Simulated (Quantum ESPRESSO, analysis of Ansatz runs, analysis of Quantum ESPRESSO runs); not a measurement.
## Local vibrational mode of the As-H pair in CdTe (PBE) (Quantum ESPRESSO)

Subject: As-H pair in CdTe. Wanted: its local vibrational mode, in one set-up (PBE, GBRV 1.5 PBE, 32-site cell, PBE lattice, k: the single point 1/4 1/4 1/4). The model is a cell of 32 host atoms with As put on another atom's site and H put in between. The frequencies come from force constants among the defect atom and its neighbours, with the masses of the isotopes named. A local or semilocal functional is the cheapest first rung.

Measured beforehand: As-H stretch, 1H: 2022 cm⁻¹, by infrared absorption (quoted in “Hydrogen in Compound Semiconductors”, 1993, E.E. Haller, quoting earlier work (1993)). The calculation is set beside it at the end.

Main program and level: Quantum ESPRESSO 7.5; Quantum ESPRESSO plane-wave DFT, PBE, GBRV 1.5 PBE potentials; relaxation of all atoms of a defect supercell.

## 1. Starting point

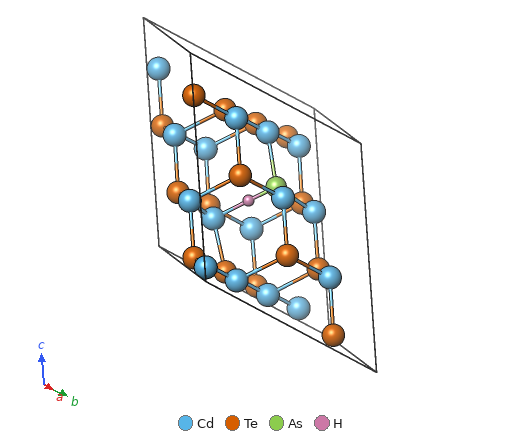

The starting structure, seen slightly off an axis (cadmium blue, tellurium orange, arsenic green, hydrogen pink).

The cell holds 33 atoms: 16 Cd, 15 Te, 1 As and 1 H. Cell: a = 11.483 Å, b = 11.483 Å, c = 11.483 Å, α = 109.5°, β = 109.5°, γ = 109.5°. It derives from CdTe (space group F-43m). Nearest the centre at fractional (0.443, 0.693, 0.443): H33 at 0.64 Å, As28 at 0.92 Å, Cd7 at 2.65 Å, Cd12 at 3.13 Å, Cd9 at 3.14 Å, Cd16 at 3.16 Å, Te23 at 4.16 Å, Te19 at 4.18 Å.

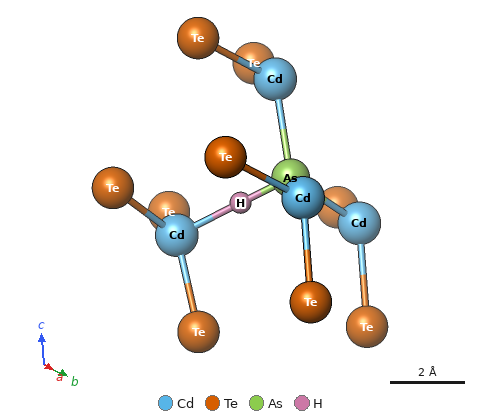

The atoms within 5 Å of the centre.

The host's primitive cell comes from a first run (Quantum ESPRESSO plane-wave DFT, PBE, GBRV 1.5 PBE potentials; relaxation of cell and atoms of a defect-free cell): vectors of 4.688, 4.688 and 4.688 Å. That is 36.43 Å³ an atom, 7.1 % over the diffraction cell's volume. The supercell is built on it.

## 2. Relaxation, charge 0

Every later number rests on the structure around the defect, so the atoms are relaxed at the host's lattice first.

Contents of pw.in:

```
&CONTROL
  calculation = 'relax'
  prefix = 'pwscf'
  outdir = './tmp'
  pseudo_dir = './pseudo'
  tprnfor = .true.
  disk_io = 'low'
  nstep = 70
  forc_conv_thr = 0.00039
  etot_conv_thr = 0.0001
/
&SYSTEM
  ibrav = 0
  nat = 33
  ntyp = 4
  ecutwfc = 45
  ecutrho = 360
  nbnd = 148
  occupations = 'smearing'
  smearing = 'fd'
  degauss = 0.00073499
  nosym = .true.
/
&ELECTRONS
  conv_thr = 3d-08
  electron_maxstep = 100
  mixing_beta = 0.5
/
&IONS
  ion_dynamics = 'bfgs'
/
ATOMIC_SPECIES
Cd   112.4140 cd_pbe_v1.uspp.F.UPF
Te   127.6000 te_pbe_v1.uspp.F.UPF
As    74.9216 as_pbe_v1.uspp.F.UPF
H      1.0080 h_pbe_v1.4.uspp.F.UPF
CELL_PARAMETERS angstrom
  -6.6299165162    6.6299165162   -6.6299165162
   6.6299165162    6.6299165162    6.6299165162
   6.6299165162   -6.6299165162   -6.6299165162
ATOMIC_POSITIONS crystal
Cd    -0.0008260381    0.0004957185    0.0012479841
Cd    -0.0010202100    0.2482475683    0.7500594403
Cd     0.0001069909    0.5018791088    0.5009133766
Cd    -0.0008628540    0.7479575973    0.2485518691
Cd     0.2496615099    0.0015183645    0.7497410735
Cd     0.2520491498    0.2506012844    0.5006100902
Cd     0.2119373912    0.4618733831    0.2129457998
Cd     0.2513564975    0.7509484215   -0.0005514452
Cd     0.5012308243   -0.0007510532    0.4995568977
Cd     0.5005275108    0.2484915562    0.2499099072
Cd     0.5004504878    0.5002041461    0.0019204634
Cd     0.5002146518    0.7500703206    0.7483625311
Cd     0.7495249187    0.0007799019    0.2515025759
Cd     0.7495428785    0.2503626159   -0.0016387935
Cd     0.7481179168    0.4982151207    0.7489749483
Cd     0.7509575449    0.7488343960    0.5000668703
Te    -0.0006271846    0.0003151627    0.7514515322
Te    -0.0015635217    0.2485114181    0.4999621891
Te    -0.0006449285    0.4983924266    0.2503840921
Te     0.0020042506    0.7513814105    0.0006516219
Te     0.2488380963   -0.0021298757    0.4988754291
Te     0.2483341319    0.2487058573    0.2480162368
Te     0.2515617094    0.5019971445    0.0014902679
Te     0.2489852029    0.7497329757    0.7480576524
Te     0.4997866506    0.0016853947    0.2508758147
Te     0.5008564100    0.2500023323    0.0018300014
Te     0.5002947057    0.5004793374    0.7485617002
As     0.5238842002    0.7729502822    0.5230253731
Te     0.7480753573   -0.0014786969   -0.0017061408
Te     0.7480995896    0.2498521017    0.7495484657
Te     0.7497503378    0.4982006758    0.4986103103
Te     0.7511763741    0.7508737535    0.2492556880
H      0.3874927721    0.6360752203    0.3875493008
K_POINTS crystal
1
0.25 0.25 0.25 1.0
```

Launch:

```sh
> OMP_NUM_THREADS=1 mpirun -n 8 pw.x -in pw.in > pw.out
```

Log:

```text
This program is part of the open-source Quantum ESPRESSO suite
     for quantum simulation of materials; please cite
         "P. Giannozzi et al., J. Phys.:Condens. Matter 21 395502 (2009);
         "P. Giannozzi et al., J. Phys.:Condens. Matter 29 465901 (2017);
         "P. Giannozzi et al., J. Chem. Phys. 152 154105 (2020);
          URL
     in publications or presentations arising from this work. More details at

     Subspace diagonalization in iterative solution of the eigenvalue problem:
     a serial algorithm will be used

     --------------------
     sticks:   dense  smooth     PW     G-vecs:    dense   smooth      PW
     Min        1589     795    210               113360    40133    5513
     Max        1590     796    211               113361    40135    5516
     Sum       12713    6363   1685               906883   321073   44115

     Using Slab Decomposition

     bravais-lattice index     =            0
     lattice parameter (alat)  =      21.7004  a.u.
     unit-cell volume          =    7866.4860 (a.u.)^3
     number of atoms/cell      =           33
     number of atomic types    =            4
     number of electrons       =       288.00
     number of Kohn-Sham states=          148
     kinetic-energy cutoff     =      45.0000  Ry
     charge density cutoff     =     360.0000  Ry
     scf convergence threshold =      3.0E-08
     mixing beta               =       0.5000
     number of iterations used =            8  plain     mixing
     energy convergence thresh.=      1.0E-04
     force convergence thresh. =      3.9E-04
     Exchange-correlation=  SLA  PW   PBX  PBC
                           (   1   4   3   4   0   0   0)
     nstep                     =           70

     celldm(1)=  21.700391  celldm(2)=   0.000000  celldm(3)=   0.000000
     celldm(4)=   0.000000  celldm(5)=   0.000000  celldm(6)=   0.000000

     crystal axes: (cart. coord. in units of alat)
               a(1) = (  -0.577350   0.577350  -0.577350 )
               a(2) = (   0.577350   0.577350   0.577350 )
               a(3) = (   0.577350  -0.577350  -0.577350 )

     reciprocal axes: (cart. coord. in units 2 pi/alat)
               b(1) = (  0.000000  0.866025 -0.866025 )
               b(2) = (  0.866025  0.866025 -0.000000 )
               b(3) = (  0.866025  0.000000 -0.866025 )

     PseudoPot. # 1 for Cd read from file:
     cd_pbe_v1.uspp.F.UPF
     Pseudo is Ultrasoft + core correction, Zval = 12.0
     Generated by new atomic code, or converted to UPF format
     Using radial grid of  889 points,  6 beta functions with:
                l(1) =   0
                l(2) =   0
                l(3) =   1
                l(4) =   1
                l(5) =   2
                l(6) =   2
     Q(r) pseudized with  6 coefficients,  rinner =    1.000   1.000   1.000
                                                       1.000   1.000

     PseudoPot. # 2 for Te read from file:
     te_pbe_v1.uspp.F.UPF
     Pseudo is Ultrasoft + core correction, Zval =  6.0
     Generated by new atomic code, or converted to UPF format
     Using radial grid of  891 points,  5 beta functions with:
                l(1) =   0
                l(2) =   0
                l(3) =   1
                l(4) =   1
                l(5) =   2
     Q(r) pseudized with  6 coefficients,  rinner =    1.800   1.800   1.800
                                                       1.800   1.800

     PseudoPot. # 3 for As read from file:
     as_pbe_v1.uspp.F.UPF
     Pseudo is Ultrasoft + core correction, Zval =  5.0
     Generated by new atomic code, or converted to UPF format
     Using radial grid of  875 points,  6 beta functions with:
                l(1) =   0
                l(2) =   0
                l(3) =   1
                l(4) =   1
                l(5) =   2
                l(6) =   2
     Q(r) pseudized with  8 coefficients,  rinner =    1.300   1.300   1.300
                                                       1.300   1.300

     PseudoPot. # 4 for H  read from file:
     h_pbe_v1.4.uspp.F.UPF
     Pseudo is Ultrasoft, Zval =  1.0
     Generated by new atomic code, or converted to UPF format
     Using radial grid of  615 points,  2 beta functions with:
                l(1) =   0
                l(2) =   0
     Q(r) pseudized with  8 coefficients,  rinner =    0.700

     atomic species   valence    mass     pseudopotential
     Cd               12.00   112.41400     Cd( 1.00)
     Te                6.00   127.60000     Te( 1.00)
     As                5.00    74.92160     As( 1.00)
     H                 1.00     1.00800     H ( 1.00)

     No symmetry found

   Cartesian axes

     site n.     atom                  positions (alat units)
         1        Cd     tau(   1) = (   0.0014836  -0.0009112   0.0000426  )
         2        Cd     tau(   2) = (   0.5769618  -0.2903102  -0.2891322  )
         3        Cd     tau(   3) = (   0.5789007   0.0006193   0.0004958  )
         4        Cd     tau(   4) = (   0.5758332   0.2878339   0.2888302  )
         5        Cd     tau(   5) = (   0.2895977  -0.2878444  -0.5761287  )
         6        Cd     tau(   6) = (   0.2881914   0.0011780  -0.2898633  )
         7        Cd     tau(   7) = (   0.2672449   0.2660805   0.0213563  )
         8        Cd     tau(   8) = (   0.2881212   0.5789994   0.2887579  )
         9        Cd     tau(   9) = (  -0.0014001   0.0005328  -0.5782387  )
        10        Cd     tau(  10) = (  -0.0012275   0.2881608  -0.2897986  )
        11        Cd     tau(  11) = (   0.0009666   0.5766194  -0.0012510  )
        12        Cd     tau(  12) = (   0.5763215   0.2897851  -0.2878131  )
        13        Cd     tau(  13) = (  -0.2870831   0.2879836  -0.5774932  )
        14        Cd     tau(  14) = (  -0.2891480   0.5782419  -0.2872557  )
        15        Cd     tau(  15) = (   0.2881394   0.2871498  -0.5767023  )
        16        Cd     tau(  16) = (   0.2874879   0.5771915  -0.2899395  )
        17        Te     tau(  17) = (   0.4343948  -0.4340309  -0.4333067  )
        18        Te     tau(  18) = (   0.4330341  -0.1460779  -0.1442725  )
        19        Te     tau(  19) = (   0.4326787   0.1428153   0.1435600  )
        20        Te     tau(  20) = (   0.4330293   0.4345912   0.4322769  )
        21        Te     tau(  21) = (   0.1431294  -0.1455888  -0.4329223  )
        22        Te     tau(  22) = (   0.1434069   0.1437739  -0.1429776  )
        23        Te     tau(  23) = (   0.1454494   0.4342070   0.1437286  )
        24        Te     tau(  24) = (   0.7209981   0.1447189  -0.1427844  )
[...]
atom    6 type  1   force =     0.00012719    0.00005943   -0.00004500
     atom    7 type  1   force =     0.00017289    0.00006278   -0.00041872
     atom    8 type  1   force =     0.00013027    0.00003064   -0.00011953
     atom    9 type  1   force =     0.00003435    0.00006794    0.00004543
     atom   10 type  1   force =     0.00014554    0.00008622   -0.00007903
     atom   11 type  1   force =    -0.00004237    0.00007162   -0.00003023
     atom   12 type  1   force =    -0.00006332   -0.00000751    0.00006701
     atom   13 type  1   force =    -0.00011955   -0.00026515    0.00014059
     atom   14 type  1   force =    -0.00014404    0.00002485   -0.00011508
     atom   15 type  1   force =    -0.00002435   -0.00001161    0.00021621
     atom   16 type  1   force =    -0.00000144    0.00006788   -0.00000706
[...]
Total force =     0.001051     Total SCF correction =     0.000029
     Energy error            =      2.7E-06 Ry
     Gradient error          =      4.2E-04 Ry/Bohr

     number of scf cycles    =  26
     number of bfgs steps    =  25

     energy             old  =   -2275.4526618052 Ry
     energy             new  =   -2275.4526644610 Ry

     CASE: energy            _new < energy            _old

     new trust radius        =       0.0023065180 bohr
     new conv_thr            =       0.0000000003 Ry

ATOMIC_POSITIONS (crystal)
Cd              -0.0020639763       -0.0025148104       -0.0019257218
Cd              -0.0020819248        0.2479733890        0.7477627410
Cd               0.0006271956        0.5000105442        0.5047974293
Cd               0.0007608999        0.7546288974        0.2500942648
Cd               0.2474701230       -0.0029775235        0.7470128388
Cd               0.2502524275        0.2505065870        0.5047842791
Cd               0.2032180980        0.4532346889        0.2032470224
Cd               0.2502184426        0.7547807955        0.0004612078
Cd               0.5015310795       -0.0096513306        0.5015026949
Cd               0.5046941311        0.2504810219        0.2500848644
Cd               0.5048156595        0.5003024390        0.0008135414
Cd               0.5017456888        0.7515582964        0.7407855125
Cd               0.7471079707       -0.0029351431        0.2477537216
Cd               0.7474518032        0.2478495207       -0.0020718262
Cd               0.7469051325        0.4973356750        0.7468966661
Cd               0.7410249148        0.7515510648        0.5016463602
[...]
NEW-OLD atomic charge density approx. for the potential

     negative rho (up, down):  3.540E-01 0.000E+00

     Self-consistent Calculation

     iteration #  1     ecut=    45.00 Ry     beta= 0.50
     Davidson diagonalization with overlap
     ethr =  1.00E-06,  avg # of iterations =  2.0

     Threshold (ethr) on eigenvalues was too large:
     Diagonalizing with lowered threshold

     Davidson diagonalization with overlap
     ethr =  4.27E-09,  avg # of iterations =  6.0

     negative rho (up, down):  3.540E-01 0.000E+00

     total energy              =   -2275.45266605 Ry
     estimated scf accuracy    <       0.00000084 Ry

     iteration #  2     ecut=    45.00 Ry     beta= 0.50
     Davidson diagonalization with overlap
     ethr =  2.90E-10,  avg # of iterations =  5.0

     negative rho (up, down):  3.540E-01 0.000E+00

     total energy              =   -2275.45266638 Ry
     estimated scf accuracy    <       0.00000016 Ry

     iteration #  3     ecut=    45.00 Ry     beta= 0.50
     Davidson diagonalization with overlap
     ethr =  5.60E-11,  avg # of iterations =  4.0

     negative rho (up, down):  3.540E-01 0.000E+00

     total energy              =   -2275.45266643 Ry
     estimated scf accuracy    <       0.00000004 Ry

     iteration #  4     ecut=    45.00 Ry     beta= 0.50
     Davidson diagonalization with overlap
     ethr =  1.30E-11,  avg # of iterations =  4.0

     negative rho (up, down):  3.540E-01 0.000E+00

     total energy              =   -2275.45266644 Ry
     estimated scf accuracy    <          6.8E-09 Ry

     iteration #  5     ecut=    45.00 Ry     beta= 0.50
     Davidson diagonalization with overlap
     ethr =  2.35E-12,  avg # of iterations =  3.0

     negative rho (up, down):  3.540E-01 0.000E+00

     total energy              =   -2275.45266644 Ry
     estimated scf accuracy    <          8.4E-10 Ry

     iteration #  6     ecut=    45.00 Ry     beta= 0.50
     Davidson diagonalization with overlap
     ethr =  2.92E-13,  avg # of iterations =  6.0

     negative rho (up, down):  3.540E-01 0.000E+00

     End of self-consistent calculation

          k = 0.4330 0.4330-0.4330 ( 40140 PWs)   bands (ev):

[...]
-3.3755  -3.3693  -3.3691  -3.3570  -3.2280  -3.2278  -3.1715  -3.1594
    -3.1592  -3.1330  -3.1258  -3.1256  -3.1124  -3.1123  -3.1115  -3.0743
    -0.0318   0.4488   0.5238   0.5242   0.5266   0.5398   0.5400   0.5518
     0.5520   0.5796   0.6627   0.6636   1.4267   1.7385   1.8013   1.8017
     1.9567   2.3938   2.3940   2.4502   2.4859   2.4898   2.4899   2.4923
     2.5046   2.5051   2.6259   2.6259   2.8629   3.0666   3.0668   3.1107
     3.1198   3.1200   3.1210   3.1443   3.1448   3.1522   3.3032   3.3035
     3.7912   3.9318   3.9320   3.9700   3.9704   3.9706   4.0973   4.0976
     6.0402   6.1641   6.2228   6.2233

     the Fermi energy is     4.7239 ev

!    total energy              =   -2275.45266644 Ry
     estimated scf accuracy    <          1.7E-10 Ry
     smearing contrib. (-TS)   =       0.00000000 Ry
     internal energy E=F+TS    =   -2275.45266644 Ry

     The total energy is F=E-TS. E is the sum of the following terms:
     one-electron contribution =    -791.38950602 Ry
     hartree contribution      =     589.92944492 Ry
     xc contribution           =    -878.69896796 Ry
     ewald contribution        =   -1195.29363738 Ry

     convergence has been achieved in   6 iterations

     negative rho (up, down):  3.540E-01 0.000E+00

     Forces acting on atoms (cartesian axes, Ry/au):

[...]
atom   26 type  2   force =    -0.00000165   -0.00004596    0.00007812
     atom   27 type  2   force =    -0.00004857   -0.00004514   -0.00004609
     atom   28 type  3   force =     0.00030721    0.00021745   -0.00023586
     atom   29 type  2   force =    -0.00004230    0.00012907    0.00006320
     atom   30 type  2   force =    -0.00014430   -0.00002846   -0.00010989
     atom   31 type  2   force =     0.00002033   -0.00011812   -0.00004121
     atom   32 type  2   force =     0.00005560   -0.00003040    0.00007990
     atom   33 type  4   force =    -0.00018427   -0.00032351    0.00030222

     Total force =     0.001092     Total SCF correction =     0.000056
     Energy error            =      2.0E-06 Ry
     Gradient error          =      3.5E-04 Ry/Bohr

     bfgs converged in  27 scf cycles and  26 bfgs steps
     (criteria: energy <  1.0E-04 Ry, force <  3.9E-04 Ry/Bohr)

     End of BFGS Geometry Optimization

     Final energy             =   -2275.4526664408 Ry

     File ./tmp/pwscf.bfgs deleted, as requested
Begin final coordinates

ATOMIC_POSITIONS (crystal)
[...]
Te               0.4980447507        0.2476804038       -0.0023164766
Te               0.4998501408        0.5024010459        0.7501933899
As               0.5327534623        0.7823201974        0.5325155793
Te               0.7499044420       -0.0001324957        0.0005541395
Te               0.7497452920        0.2502591306        0.7498740128
Te               0.7501417722        0.5023115601        0.4997707022
Te               0.7503559200        0.7498643266        0.2525199655
H                0.3975303656        0.6466665138        0.3969358955
End final coordinates

=------------------------------------------------------------------------------=
   JOB DONE.
=------------------------------------------------------------------------------=
```

Elapsed: 23 min, on 8 MPI ranks of Arm Neoverse V2, shared host; peak memory 4.3 GiB; 3 h of CPU time.

[end of part 1 of 2]

[Logs are printed without paths, hosts, clocks, repeated set-up lines and the standing remarks that a program may print on its own settings, such as how far it seeks lower states.]

[Hosts, paths, dates, database ids (printed as entryN), source tags and the programs' standing remarks are cut or masked in the printed files.]

[For some hosts the program warned that the k-mesh of the response run may be too coarse for force constants and the static dielectric constant; such warnings are not shown here.]
